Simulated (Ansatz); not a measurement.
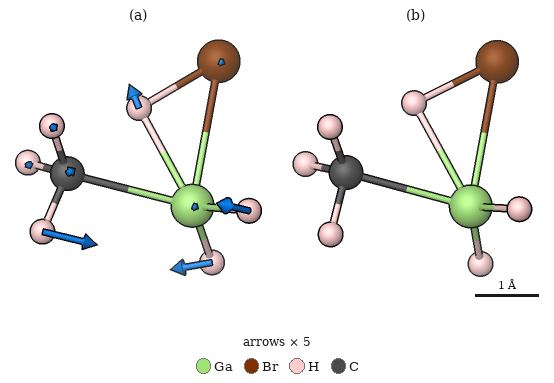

The structure of CH₆BrGa before (left) and after (right) a constrained relaxation, at one scale. The blue arrows give the displacements, magnified 5 times.

A ball-and-stick model, seen at a tilt.

The reaction that was planned forms Ga1–C6, Br2–H5 and breaks Ga1–Br2, H5–C6 (atoms numbered from 1 in input order).

Theory: RKS PBE0-D4/def2-SVP in Ansatz 0.2.0. (held fixed: the distance between atoms 1 (Ga) and 6 (C), the distance between atoms 2 (Br) and 5 (H), the distance between atoms 1 (Ga) and 2 (Br), the distance between atoms 5 (H) and 6 (C), counting from 1; force threshold 0.04 eV/Å; at most 150 steps)

Q: Describe what moved and what it gained.

A: The atom that moves furthest after the best rigid fit is an H atom (0.19 Å). Largest moves by element: H 0.19 Å, C 0.04 Å, Ga 0.02 Å, Br 0.02 Å. Some distances before and after: Ga–H 1.816 → 1.923 Å, Ga–H 1.548 → 1.561 Å, C–H 1.101 → 1.106 Å. Bond angles that change, for instance: H–Ga–H 118.7° → 128.6°, Ga–C–H 101.3° → 92.0°, H–Ga–C 117.3° → 111.4°. The energy falls by 2.50 kcal/mol in 3 geometry steps. The largest force component goes from 0.45 to 0.0076 eV/Å.
